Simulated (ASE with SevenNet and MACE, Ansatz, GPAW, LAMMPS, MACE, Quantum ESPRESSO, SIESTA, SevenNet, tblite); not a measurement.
## Machine-learned potentials on liquid (Cs,Li,Na)Cl at 1300 K (98 atoms): settings against a plane-wave reference

Aim: run liquid (Cs,Li,Na)Cl at 1300 K (98 atoms) in machine-learned potentials and see how near its forces come to a plane-wave reference, and at what cost.

Calculated with ASE with SevenNet and MACE; the method is named at each step.

## 1. Starting point

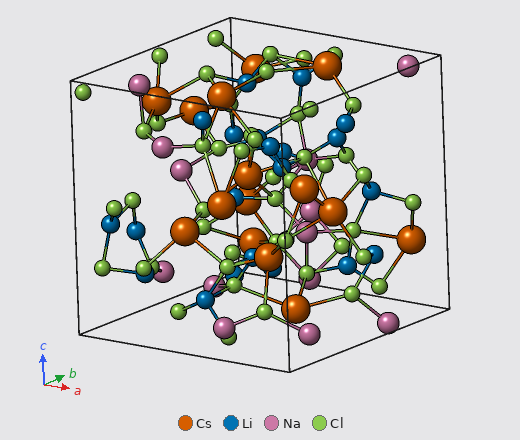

Start, viewed slightly off an axis; caesium orange, lithium blue, sodium pink, chlorine green. Bonds to atoms that aren't drawn are left out.

The cell holds 98 atoms: 15 Cs, 21 Li, 13 Na and 49 Cl. Cell: a = 15.265 Å, b = 15.265 Å, c = 15.265 Å, α = 90.0°, β = 90.0°, γ = 90.0°. 98 atoms (15 Cs, 21 Li, 13 Na, 49 Cl) placed at random at 1.95 g/cm³, melted at 1800 K for 10 ps at fixed volume with the Lennard-Jones and Coulomb ion parameters for SPC/E (Joung and Cheatham, J. Phys. Chem. B 112, 9020 (2008)), full charges. Snapshot at the end of a hold of 20 ps at 1300 K and fixed volume.

The yardstick, on the same geometry:

```
method                                           : Kohn-Sham DFT, PBE, SSSP efficiency 1.3.0 pseudopotentials, plane waves (Quantum ESPRESSO 7.5); sssp-pbe-1.3.0-efficiency, cutoffs 45/360 Ry, Γ point
r.m.s. force component                           : 0.3688 eV/Å
longest force                                    : 1.762 eV/Å
pressure                                         : -0.3777 GPa
gap (highest filled to lowest empty level) : 2.921 eV
time                                             : 36 min on 1 thread of Arm Neoverse V1, shared host
CPU time                                         : 36 min
```

## 2. SevenNet l3i5 potential

Method: machine-learned interatomic potential SevenNet l3i5, trained on PBE(+U) plane-wave data.

File run.py:

```python
import numpy as np
from ase.io import read
import mlip  # loads the published weights by name

atoms = read("structure.xyz")
atoms.calc = mlip.calc("7net-l3i5")
energy = atoms.get_potential_energy()
forces = atoms.get_forces()
print(f"energy {energy:.6f} eV")
print("forces (eV/A)")
for i, (a, f) in enumerate(zip(atoms, forces)):
    print(f"{i:4d} {a.symbol:2s} {f[0]:10.5f} {f[1]:10.5f} {f[2]:10.5f}")
stress = -atoms.get_stress(voigt=False) * 160.21766
print("stress (GPa, compression positive)")
for row in stress:
    print(" ".join(f"{x:10.4f}" for x in row))
```

File structure.xyz:

```xyz
98
Lattice="15.26530 0.00000 0.00000 0.00000 15.26530 0.00000 0.00000 0.00000 15.26530" Properties=species:S:1:pos:R:3 pbc="T T T"
Cs 3.15503 12.15377 5.50238
Cs 7.24781 4.85910 14.20512
Cs 3.03657 13.58841 13.06878
Cs 10.75105 6.61751 1.49692
Cs 0.91378 10.37170 11.02750
Cs 2.06784 14.04163 2.37772
Cs 10.45475 0.35568 9.25031
Cs 7.83995 6.30671 9.18330
Cs 13.79479 13.79403 4.33428
Cs 10.14211 11.15206 14.89038
Cs 2.03502 5.45109 12.97642
Cs 15.08456 2.21087 10.43017
Cs 11.89442 2.74180 5.74158
Cs 13.62306 6.71200 7.73096
Cs 6.07574 2.45466 6.49493
Li 11.49492 10.07800 11.03330
Li 4.58341 13.84731 8.20998
Li 1.37540 1.54149 6.47218
Li 7.22568 12.50106 13.45789
Li 12.06768 3.03841 12.33482
Li 13.93600 7.78408 12.82010
Li 0.56634 14.49608 8.51102
Li 8.78442 5.28149 4.64279
Li 2.98330 2.56564 3.47759
Li 0.59504 4.93268 5.11800
Li 10.94522 5.51444 10.30438
Li 7.38596 2.46840 2.58564
Li 3.25823 10.60969 1.43280
Li 14.08926 9.85833 4.46815
Li 8.84304 0.89638 13.96103
Li 6.18352 8.63665 13.89860
Li 5.39842 8.13808 7.02937
Li 10.83760 11.50836 2.90422
Li 6.30945 10.28698 2.39131
Li 5.28759 10.61793 9.93420
Li 12.72897 11.55568 7.65356
Na 14.50936 10.43017 0.25966
Na 0.69152 7.22140 2.09806
Na 9.62065 9.34542 5.26653
Na 3.17579 2.38123 14.87680
Na 2.93078 6.37922 8.72946
Na 5.01389 6.42959 2.05853
Na 13.43957 14.50402 14.53348
Na 7.89933 11.82267 8.75022
Na 6.51828 13.48414 0.99286
Na 10.25920 0.45170 1.81504
Na 5.48482 1.39494 11.72864
Na 6.40135 13.96653 4.93130
Na 14.72369 2.68410 1.54576
Cl 15.21554 7.40703 5.08960
Cl 2.68150 0.25157 7.92941
Cl 11.71780 0.78296 12.58563
Cl 13.60123 9.77025 9.17689
Cl 5.00885 2.97566 1.40135
Cl 4.92901 5.75303 6.80680
Cl 6.75490 12.61326 11.13665
[... 38 atom lines left out ...]
Cl 7.97612 8.18388 14.96274
Cl 8.84349 2.76989 4.70095
Cl 8.97600 2.49191 0.57535
Cl 12.37985 1.56164 2.82042
```

Command:

```
$ OMP_NUM_THREADS=1 python run.py > output.txt
```

The log of the run:

```text
energy -320.586578 eV
forces (eV/A)
   0 Cs   -1.47206   -0.35573    0.74647
   1 Cs    0.22630   -0.29662    0.02728
   2 Cs   -0.40023   -0.44287   -0.13933
   3 Cs    0.01940   -0.18284   -0.29431
   4 Cs   -0.22572    0.36537    0.35464
   5 Cs    0.02371   -0.10826   -0.70784
   6 Cs   -0.18105   -0.19395    0.39634
   7 Cs    0.17360   -0.15491    0.01322
   8 Cs   -0.57808    0.93261   -0.04530
   9 Cs   -0.01475   -1.20252   -0.07605
  10 Cs   -0.13588    0.55093    0.58009
  11 Cs    0.77227   -0.37563    0.34483
  12 Cs    0.24862   -0.17060    0.17219
  13 Cs   -0.09805    0.15863    0.63427
  14 Cs   -0.12477    0.42474    0.18807
  15 Li    0.29148   -0.13820   -0.72091
  16 Li    0.29169    0.32506   -0.06340
  17 Li   -0.23915    0.14323   -0.02309
  18 Li   -0.51784    0.22639   -0.50663
  19 Li   -0.30809    0.52009    0.13056
  20 Li    0.44196    0.14150    0.04144
  21 Li    0.02382   -0.60237   -0.03318
  22 Li    0.08902   -0.54148    0.06591
  23 Li    0.20242   -0.23535   -0.09239
[...]
90 Cl   -0.04221   -0.16040   -0.19004
  91 Cl    0.12455   -0.51496    0.55936
  92 Cl   -0.13147   -0.29328   -0.06714
  93 Cl   -0.21407    0.36377   -0.35735
  94 Cl    1.04017   -0.38504    0.20743
  95 Cl   -0.29760    0.09288   -0.09508
  96 Cl    0.04554   -0.48565    0.20366
  97 Cl    0.44756   -0.03748   -0.37706
stress (GPa, compression positive)
   -0.3019    -0.0254    -0.0481
   -0.0254    -0.3264    -0.0023
   -0.0481    -0.0023    -0.5798
```

Run time: 11 s. Hardware: 1 thread of Arm Neoverse V1, shared host; peak memory 0.94 GiB.

Banners, paths, timers and routine set-up lines are dropped from the logs unmarked, and long logs keep their key lines alone; longer cuts are marked.

Numbers from this run, and their distance from the reference:

```
r.m.s. force component                  : 0.3829 eV/Å
r.m.s. difference of force components   : 61.45 meV/Å
longest difference of force vectors     : 290 meV/Å
force difference over r.m.s. force      : 16.66 %
slope of forces against the reference's : 1.025
correlation of force components         : 0.9873
pressure                                : -0.4027 GPa
pressure difference                     : -0.025 GPa
```

Length of the force difference by element (eV/Å):

```
element  atoms   mean  most
     Cl     49  0.100  0.23
     Cs     15  0.090  0.29
     Li     21  0.098  0.22
     Na     13  0.066  0.14
```

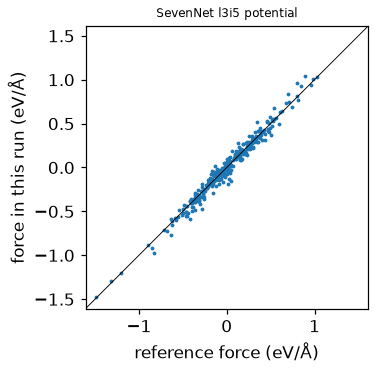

Force components against those of the reference; the line marks equality.

Local excerpt of 10 atoms (numbers count through the whole input) about Cl83, which bears the longest force; x, y, z are measured from there.

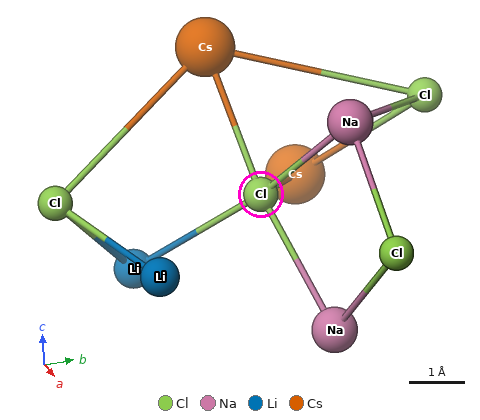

The atoms of the table, within 3.9 Å (arrows a, b, c point along x, y, z); some may hide others; the central atom is ringed.

```csv
atom,x,y,z,distance (Å),bonds,Fx,Fy,Fz (eV/Å)
Cl83,0.00,0.00,0.00,0.00,5,1.03,-0.57,-1.29
Na48,1.58,1.32,1.78,2.72,4,0.26,0.23,0.02
Na45,1.69,0.84,-2.16,2.87,5,0.03,0.28,0.14
Li34,1.48,-2.36,-0.76,2.89,4,0.08,-0.19,-0.08
Cs1,-1.67,-0.49,2.35,2.93,4,-1.47,-0.36,0.75
Li28,-1.57,-2.04,-1.72,3.09,2,-0.08,-0.07,-0.05
Cs6,-2.76,1.40,-0.77,3.19,6,0.02,-0.11,-0.71
Cl60,-0.45,3.28,1.33,3.57,4,-0.02,0.10,-0.17
Cl73,-0.29,-3.80,0.25,3.82,3,0.08,0.41,-0.58
Cl62,3.57,1.56,-0.10,3.90,3,-0.19,-0.13,0.02
```

Atoms are counted from 1 here, from 0 in the log.

Forces lie 17 % from the reference's, at 0.0046 times its CPU time.

## 3. MACE MP-0b2 small potential

Method: machine-learned interatomic potential MACE MP-0b2 small, trained on PBE(+U) plane-wave data.

run.py, as its differences from that of step 2:

```diff
@@ -5,3 +5,3 @@
 atoms = read("structure.xyz")
-atoms.calc = mlip.calc("7net-l3i5")
+atoms.calc = mlip.calc("mace-mp-0b2-small")
 energy = atoms.get_potential_energy()
```

structure.xyz is that of step 2.

The log of the run:

```text
energy -318.624924 eV
forces (eV/A)
   0 Cs   -1.47118   -0.33372    0.83270
   1 Cs    0.26052   -0.29286    0.06809
   2 Cs   -0.38171   -0.38192   -0.08909
   3 Cs    0.00556   -0.15744   -0.18811
   4 Cs   -0.41826    0.34399    0.36346
   5 Cs   -0.00186   -0.12434   -0.72470
   6 Cs   -0.15860   -0.16499    0.38281
   7 Cs    0.27673   -0.30284   -0.23547
   8 Cs   -0.71677    1.04611   -0.01464
   9 Cs    0.00888   -1.33213   -0.16265
  10 Cs   -0.10155    0.40712    0.76384
  11 Cs    0.88582   -0.41246    0.48454
  12 Cs    0.29139   -0.19594    0.17152
  13 Cs   -0.19971    0.10382    0.60657
  14 Cs   -0.17056    0.73368    0.30469
  15 Li    0.27755   -0.10052   -0.66861
  16 Li    0.26043    0.40818   -0.10593
  17 Li   -0.29334    0.08579   -0.07281
  18 Li   -0.56601    0.21585   -0.61097
  19 Li   -0.28561    0.48193    0.13163
  20 Li    0.49302    0.28089    0.00542
  21 Li    0.01584   -0.59407   -0.12629
  22 Li    0.14070   -0.73349    0.16907
  23 Li    0.13232   -0.34539    0.06217
[...]
90 Cl   -0.06226   -0.19414   -0.05684
  91 Cl    0.15001   -0.38785    0.52414
  92 Cl   -0.05869   -0.25662   -0.00209
  93 Cl   -0.21504    0.32359   -0.54593
  94 Cl    0.98047   -0.48251    0.11487
  95 Cl   -0.37044    0.11007   -0.19649
  96 Cl    0.06554   -0.57799    0.11738
  97 Cl    0.45180   -0.17057   -0.41634
stress (GPa, compression positive)
   -0.5155    -0.0455    -0.0343
   -0.0455    -0.5253     0.0044
   -0.0343     0.0044    -0.7950
```

The job ended after 8.4 s (1 thread; peak memory 0.67 GiB).

Against the reference:

| Property | Result |
| --- | --- |
| r.m.s. force component | 0.3997 eV/Å |
| r.m.s. difference of force components | 94.34 meV/Å |
| longest difference of force vectors | 439.4 meV/Å |
| force difference over r.m.s. force | 25.58 % |
| slope of forces against the reference's | 1.054 |
| correlation of force components | 0.973 |
| pressure | -0.6119 GPa |
| pressure difference | -0.2342 GPa |

Against the first run (17 %), the force difference from the reference is 26 %, at 0.74 times the CPU time.

## 4. SevenNet 0 potential

Method: machine-learned interatomic potential SevenNet 0, trained on PBE(+U) plane-wave data.

run.py, as its differences from that of step 3:

```diff
@@ -5,3 +5,3 @@
 atoms = read("structure.xyz")
-atoms.calc = mlip.calc("mace-mp-0b2-small")
+atoms.calc = mlip.calc("7net-0")
 energy = atoms.get_potential_energy()
```

structure.xyz is that of step 3.

The log of the run:

```text
energy -320.299713 eV
forces (eV/A)
   0 Cs   -1.61021   -0.38028    0.83958
   1 Cs    0.24191   -0.35122    0.03403
   2 Cs   -0.29303   -0.49399   -0.13574
   3 Cs    0.05530   -0.23950   -0.28139
   4 Cs   -0.30194    0.45695    0.34387
   5 Cs    0.01289   -0.11000   -0.71383
   6 Cs   -0.12112   -0.11414    0.29315
   7 Cs    0.27652   -0.15953    0.03269
   8 Cs   -0.59377    0.93242   -0.01040
   9 Cs    0.08491   -1.15621   -0.03802
  10 Cs   -0.19156    0.50776    0.58601
  11 Cs    0.75500   -0.41358    0.39293
  12 Cs    0.36766   -0.15650    0.31865
  13 Cs   -0.13531    0.15475    0.57383
  14 Cs   -0.14512    0.48687    0.20451
  15 Li    0.27617   -0.13806   -0.69047
  16 Li    0.28897    0.34388   -0.04571
  17 Li   -0.26380    0.08774   -0.00345
  18 Li   -0.53223    0.22916   -0.49218
  19 Li   -0.25218    0.56752    0.12107
  20 Li    0.44545    0.14896    0.10889
  21 Li    0.02034   -0.50894   -0.10987
  22 Li    0.09771   -0.54474    0.05052
  23 Li    0.23000   -0.29695   -0.10975
[...]
90 Cl   -0.04631   -0.17477   -0.19248
  91 Cl    0.11515   -0.51061    0.55517
  92 Cl   -0.04408   -0.27309   -0.08024
  93 Cl   -0.18886    0.34704   -0.41575
  94 Cl    1.03910   -0.33619    0.23574
  95 Cl   -0.33659    0.01092   -0.11985
  96 Cl    0.02757   -0.46183    0.17963
  97 Cl    0.44734   -0.08307   -0.43184
stress (GPa, compression positive)
   -0.1891    -0.0233    -0.0467
   -0.0233    -0.1831     0.0256
   -0.0467     0.0256    -0.5272
```

Run time: 7.6 s. Hardware: 1 thread; peak memory 0.7 GiB.

Against the reference:

* r.m.s. force component: 0.3899 eV/Å
* r.m.s. difference of force components: 72.63 meV/Å
* longest difference of force vectors: 344.8 meV/Å
* force difference over r.m.s. force: 19.69 %
* slope of forces against the reference's: 1.04
* correlation of force components: 0.9832
* pressure: -0.2998 GPa
* pressure difference: 0.0779 GPa

Against the first run (17 %), the force difference from the reference is 20 %, at 0.78 times the CPU time.

## 5. The ladder

Differences are against the plane-wave reference, forces as r.m.s. over components; share is that over the reference's r.m.s. force, slope the least-squares factor from reference forces to these. Total energies of different programs have different zeros and aren't compared.

| run | Δ force, r.m.s. (meV/Å) | share (%) | slope | Δ pressure (GPa) | cores | CPU time | memory (GiB) |
| --- | --- | --- | --- | --- | --- | --- | --- |
| reference | - | - | - | - | 1 | 36 min | 9.1 |
| SevenNet l3i5 potential | 61.5 | 16.7 | 1.025 | -0.025 | 1 | 9.7 s | 0.94 |
| MACE MP-0b2 small potential | 94.3 | 25.6 | 1.054 | -0.234 | 1 | 7.2 s | 0.67 |
| SevenNet 0 potential | 72.6 | 19.7 | 1.040 | 0.0779 | 1 | 7.6 s | 0.7 |

Times of the machine-learned potentials are mostly Python's start and the loading of weights.

CPU time is summed over cores on a shared host, where runs went side by side, so it is rough. Symmetry, cutoffs, thresholds, outputs and thread counts weren't matched or tuned between programs; memory under MPI is the largest rank's times the ranks.

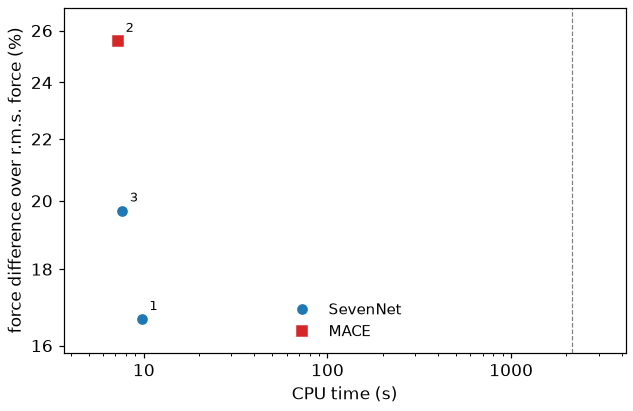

Force difference against CPU time; the dashed line marks the reference's time. Points: 1 SevenNet l3i5 potential; 2 MACE MP-0b2 small potential; 3 SevenNet 0 potential.

## 6. Summary of results

```json
{
  "nearest in forces": "SevenNet l3i5 potential, 17 %",
  "its CPU time": "9.7 s"
}
```

In words: Machine-learned potentials differ by 17 % (SevenNet l3i5 potential) to 26 % (MACE MP-0b2 small potential); they were trained on other programs' data. The reference's pressure holds the uncorrected Pulay stress of its 45 Ry basis, so small pressure differences, and their order, may be the reference's own error. The frame stands for 1300 K, but pressures are static and levels are smeared at 580 K. The network of bonds at the start is that of the classical potential that made the cell, and needn't be the one that DFT or experiment would give. The ion parameters were fitted for water, not for melts, so the starting structure of this cell may lie well off the real melt's. The electronic-structure runs sample only Γ, in a cell whose shortest periodic width is 15 Å. Spin–orbit coupling is left out, which matters for the levels of the heavy elements.

[Also dropped from logs without a mark: logging warnings of Python, and SIESTA's first energy breakdown and zero terms.]

[Logs are printed without paths, hosts, clocks, repeated set-up lines and the standing remarks that a program may print on its own settings, such as how far it seeks lower states.]

[Hosts, paths, dates, database ids (printed as entryN), source tags and the programs' standing remarks are cut or masked in the printed files.]
